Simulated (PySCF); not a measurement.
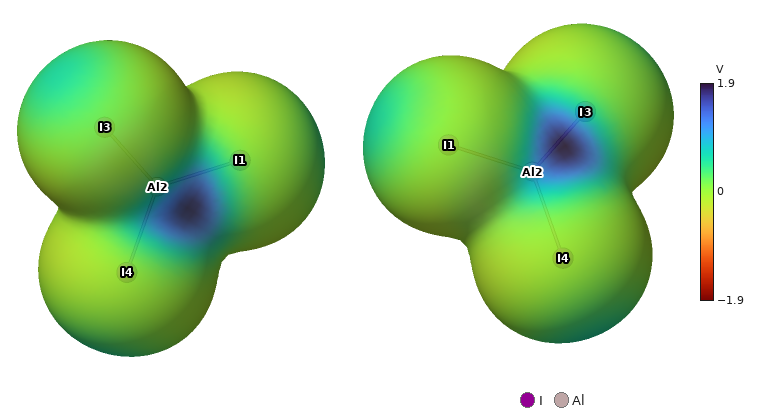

Figure 1: AlI3, SMILES `I[Al](I)I`. Electrostatic potential on the surface of electron density 0.001 a.u. (back view left, front view right).

PySCF calculation, PBE/def2-TZVP, gas phase; geometry: GFN2-xTB. Core potentials replace the inner electrons of I; spin–orbit coupling isn't included. No frequency check shows the geometry to be a minimum. GFN2-xTB bond lengths at metals and heavier atoms can be off by up to 0.1 Å and shapes distorted, which carries into these values.

### Where are the extremes of the potential on the surface?

Highest: 1.82 V, off the molecular plane, over Al2 (2.1 Å), and at like points elsewhere. Further maxima include 0.58 V, 2.3 Å from I1, and at like points elsewhere. Lowest: −0.19 V, 2.4 Å from I4, and at like points elsewhere. The surface is sampled at points, so like sites can differ by a few per cent and only the strongest of them is named.

### Does I1 carry a σ-hole?

Yes: a local maximum of +0.58 V lies on the extension of the Al2–I1 bond.
